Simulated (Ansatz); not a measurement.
# BH₂Se radical (SMILES B[Se]): functionals against CCSD(T) at one geometry

How do the functionals fare away from a minimum? The structure is a structure displaced at random from a GFN2-xTB minimum.

Method: single points in def2-TZVPP; program: Ansatz 0.2.0, Gaussian basis.

Correlated methods freeze the cores. Filled d shells of the heavier atoms are correlated. Orbitals are unrestricted.

**1. Starting geometry**

SMILES `B[Se]`, 4 atoms, charge 0, spin multiplicity 2.

Atoms are counted from 1 here; the program's logs count them from 0.

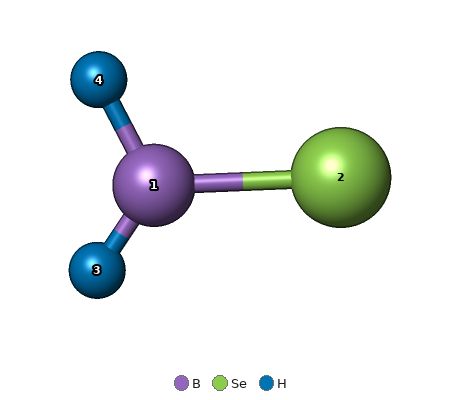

Start geometry, drawn with boron purple, selenium green, hydrogen blue; atoms are numbered from 1 in the order of the file.

Coordinates:

```xyz
4
charge 0, multiplicity 2
B    -0.2110    0.0284    0.0109
Se    1.5705   -0.3021    0.7813
H    -1.0904   -0.5989    0.1591
H    -0.2479    0.8979   -0.8931
```

**2. CCSD(T)/def2-TZVPP**

The input, run/in.yaml:

```yaml
crystal:
  periodic: [false, false, false]
  atoms:
    - {symbol: B, position_ang: [-0.211000, 0.028400, 0.010900]}
    - {symbol: Se, position_ang: [1.570500, -0.302100, 0.781300]}
    - {symbol: H, position_ang: [-1.090400, -0.598900, 0.159100]}
    - {symbol: H, position_ang: [-0.247900, 0.897900, -0.893100]}
basis:
  gaussian: {orbitals: def2-TZVPP}
magnetization: {spin_polarized: true, initial_magnetization: 1}
correlation: {method: ccsd_t}
scf: {omitted_lower_state_checks: [cluster_reference]}
output: {forces: true}
```

No record of the launch command was kept for these runs.

**3. PBE0-D4/def2-TZVPP**

run/in.yaml: that of step 2 with these lines changed.

```diff
@@ -10,4 +10,3 @@
 magnetization: {spin_polarized: true, initial_magnetization: 1}
-correlation: {method: ccsd_t}
-scf: {omitted_lower_state_checks: [cluster_reference]}
-output: {forces: true}
+hamiltonian: {xc: pbe0, dispersion: d4}
+output: {forces: true, orbitals: {seedname: orbitals}}
```

**4. wB97M-V/def2-TZVPP**

run/in.yaml: that of step 3 with these lines changed.

```diff
@@ -10,3 +10,3 @@
 magnetization: {spin_polarized: true, initial_magnetization: 1}
-hamiltonian: {xc: pbe0, dispersion: d4}
-output: {forces: true, orbitals: {seedname: orbitals}}
+hamiltonian: {xc: {name: wB97M-V}}
+output: {forces: true}
```

**5. r2SCAN-D4/def2-TZVPP**

run/in.yaml: that of step 4 with these lines changed.

```diff
@@ -10,3 +10,3 @@
 magnetization: {spin_polarized: true, initial_magnetization: 1}
-hamiltonian: {xc: {name: wB97M-V}}
+hamiltonian: {xc: r2scan, dispersion: d4}
 output: {forces: true}
```

**6. PBE-D4/def2-TZVPP**

run/in.yaml: that of step 5 with these lines changed.

```diff
@@ -10,3 +10,3 @@
 magnetization: {spin_polarized: true, initial_magnetization: 1}
-hamiltonian: {xc: r2scan, dispersion: d4}
+hamiltonian: {xc: pbe, dispersion: d4}
 output: {forces: true}
```

**7. r2SCAN0-D4/def2-TZVPP**

run/in.yaml: that of step 6 with these lines changed.

```diff
@@ -10,3 +10,3 @@
 magnetization: {spin_polarized: true, initial_magnetization: 1}
-hamiltonian: {xc: pbe, dispersion: d4}
+hamiltonian: {xc: {name: r2SCAN0}, dispersion: d4}
 output: {forces: true}
```

**8. wB97X-V/def2-TZVPP**

run/in.yaml: that of step 7 with these lines changed.

```diff
@@ -10,3 +10,3 @@
 magnetization: {spin_polarized: true, initial_magnetization: 1}
-hamiltonian: {xc: {name: r2SCAN0}, dispersion: d4}
+hamiltonian: {xc: {name: wB97X-V}}
 output: {forces: true}
```

(Steps that only read results are left out.)

**Question.** What will these runs give? Wanted: energy less free atoms, CCSD(T)/def2-TZVPP; RMS force component; RMS force error; HOMO and LUMO, PBE0-D4; T1 diagnostic.

**Answer**, as computed:

| quantity | value |
| --- | --- |
| energy less free atoms, CCSD(T)/def2-TZVPP | -11.321 eV |
| RMS force component | 1.693 to 1.757 eV/Å over the methods |
| RMS force error | PBE0-D4 0.108, wB97M-V 0.073, r2SCAN-D4 0.124, PBE-D4 0.189, r2SCAN0-D4 0.095, wB97X-V 0.073 eV/Å |
| HOMO and LUMO, PBE0-D4 | -7.61 and -4.26 eV |
| T1 diagnostic | 0.016 |

Against CCSD(T) the functionals' energies less atoms differ by -0.584 to -0.330 eV, PBE-D4 by -0.584 eV. The reference is not at the basis limit: in triple zeta CCSD(T) underbinds, which counts against methods that bind more; the gaps are no ranking. On forces the order runs from wB97M-V to PBE-D4. Frozen-core CCSD(T) forces in triple zeta carry basis errors of their own, and this is one geometry, so small gaps rank nothing.
